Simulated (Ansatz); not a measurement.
System: F2H2S2Si (SMILES F[Si](F)(S)S).

Input file:

```
crystal:
  periodic: [false, false, false]
  atoms:
    - {symbol: F, position_ang: [0.855517, -1.509418, 1.071724]}
    - {symbol: F, position_ang: [-0.884010, -1.255800, -0.786920]}
    - {symbol: S, position_ang: [-0.859527, 1.098472, 1.100072]}
    - {symbol: S, position_ang: [1.777306, 0.365229, -1.048540]}
    - {symbol: Si, position_ang: [0.189270, -0.427150, 0.085687]}
    - {symbol: H, position_ang: [-1.999550, 0.373354, 1.168357]}
    - {symbol: H, position_ang: [0.982293, 1.287312, -1.636079]}
basis:
  gaussian: {orbitals: def2-TZVPD}
hamiltonian: {xc: pbe0}
output: {forces: true, orbitals: {seedname: orbitals}}
```

Command:

```sh
ansatz run input.yaml --threads 2 --pin off --max-ram 5220MiB --events-out events.jsonl --progress --plain --runs-dir runs
```

Geometry: PBE0-D4/def2-SVP.

All numbers below come from isolated molecule in a Gaussian basis; Kohn-Sham density functional theory, functional PBE0 in Ansatz.

> What will maps of the electron density and electron localisation function show?

Si–F (1.61 Å): the density is about 1.2 e/Å³ at the midpoint; the ELF peaks at about 0.85 in the valence shell of F, 0.6 Å from its nucleus, and is about 0.55 at the midpoint.
Si–S (2.11 Å): ρ is about 0.9 e/Å³ halfway; the ELF peaks at about 0.90 between the atoms (a covalent bond).
S–H (1.35 Å): ρ at the midpoint is about 1.5 e/Å³; the ELF climbs to about 1 towards the hydrogen, as it does in any bond to H.

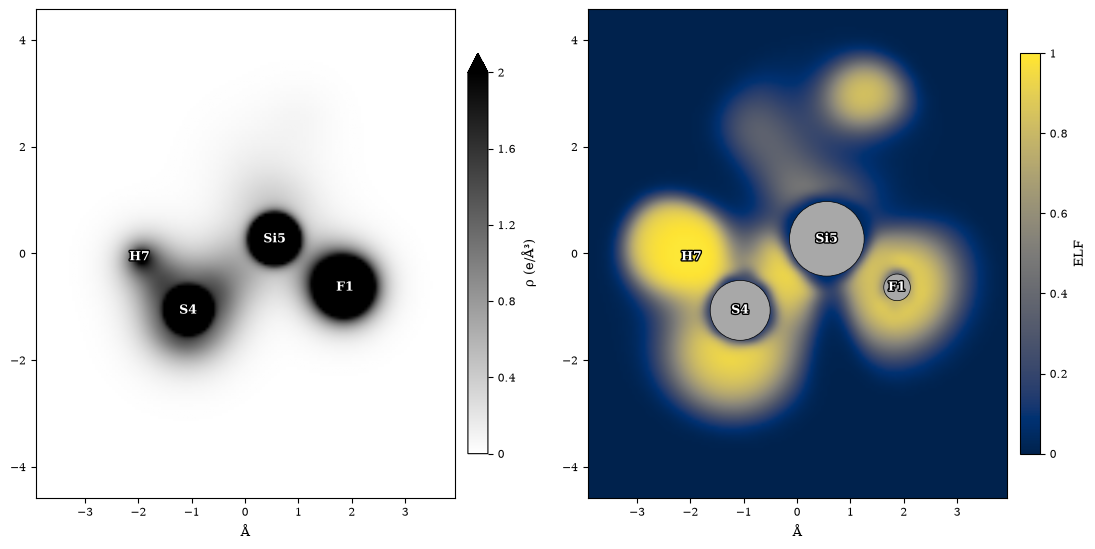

Computed electron density and electron localisation function on the plane of atoms Si5, S4 and H7, in this order. Grey discs cover the atomic cores in the ELF map. 
